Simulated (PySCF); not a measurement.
SMILES C[CH2][Ge]([CH2]C)[CH2]C, doublet, GFN2-xTB optimised geometry. Atoms within 1.6 Å of the plane z = 1.5 Å (x, y, z in Å): Ge3 (-1.18, -0.75, 0.00), C4 (0.88, -0.75, 0.00), C5 (1.50, -0.21, 1.27), C6 (-1.71, 1.24, 0.00), C7 (-1.97, 1.83, 1.37), H15 (1.18, 0.81, 1.46), H16 (2.59, -0.22, 1.20), H17 (1.22, -0.82, 2.13), H20 (-1.10, 1.72, 2.02), H21 (-2.81, 1.32, 1.85), H22 (-2.22, 2.89, 1.30).

Level of theory: unrestricted B3LYP/def2-SVP (PySCF). Cells within 0.4 Å of a nucleus heavier than hydrogen are left out (blank, or x).

Map of the log10 of the electron density (e/bohr³), floored at −4 on the plane z = 1.5 Å:

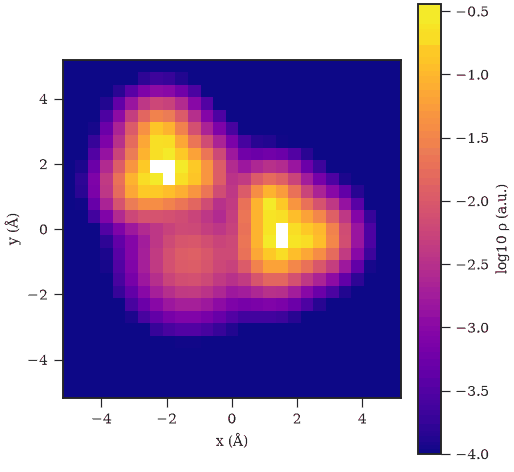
Figure. Log10 of the electron density (e/bohr³), floored at −4 on the plane z = 1.5 Å.
